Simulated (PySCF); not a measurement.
# C4H7Cl2NSi: what the fields show

Input

```
{"job": {"kind": "nmr", "xc": "PBE0", "basis": "pcSseg-1"}, "charge": 0, "multiplicity": 1}
N     -1.881177     0.284754    -2.417635
C     -1.662779    -0.339223    -1.483417
C     -1.362746    -1.089216    -0.305865
Si    -0.592830     0.026533     1.056786
Cl    -0.029016    -1.182432     2.567201
C      0.892519     1.032044     0.383641
C      1.566254     0.431175    -0.836610
Cl     2.099022    -1.239762    -0.498399
H     -2.284294    -1.543205     0.062393
H     -0.674849    -1.893991    -0.573478
H     -1.613349     0.963871     1.530479
H      0.561239     2.034571     0.109395
H      1.634098     1.151467     1.175456
H      2.459322     0.989767    -1.118087
H      0.884171     0.381636    -1.685082
```

Launched as:

```sh
OMP_NUM_THREADS=1 python probes_run.py task.json out
```

Geometry: GFN2-xTB.

Level of theory: PBE0/pcSseg-1, SCF density, gas phase, non-relativistic in PySCF 2.14.0.

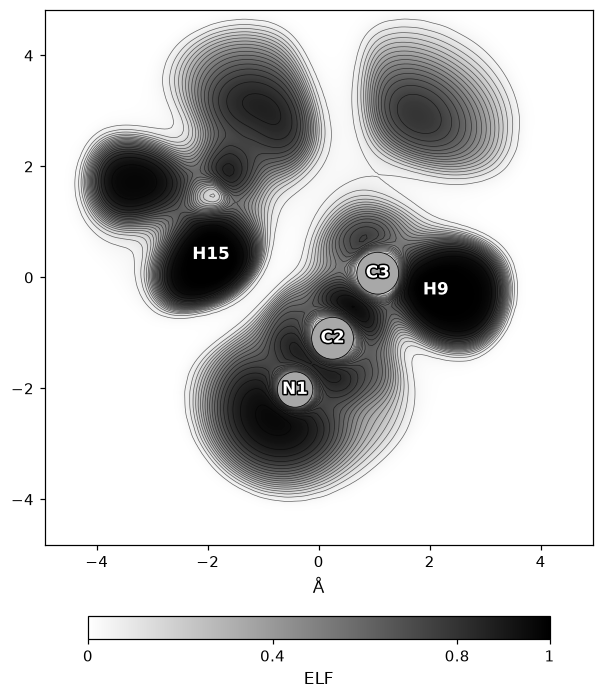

Figure 1. ELF on the plane of atoms C2, C3 and H9. Grey discs cover the atomic cores.

Q: Read the bonding off the picture.

A: Atoms in the plane: N, C and H.
C–N (1.14 Å): the ELF peaks at about 0.85 between the atoms (a short, multiple covalent bond).
C–C (1.43 Å): the ELF peaks at about 0.95 between the atoms, as expected for localised, covalent bonding.
C–H (1.09 Å): the ELF climbs to about 1 towards the hydrogen, as it does in any bond to H: a covalent bond by its length.
The ELF also peaks beside N1, Cl5 and Cl8, away from the bonds: lone-pair regions.

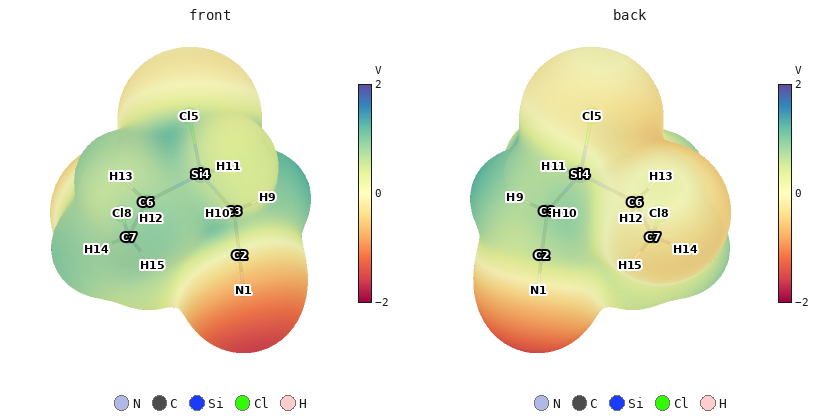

Figure 2. The molecular electrostatic potential painted on the density surface at 0.001 e/bohr³, seen from the front and from behind; the colour scale runs from red (negative) to blue (positive).

Q: Describe the electrostatic potential map.

A: The most negative region (about −1.5 V) lies over N1, the most positive (about +1.2 V) over Si4 and H9. N1 is the likeliest acceptor of a hydrogen bond.
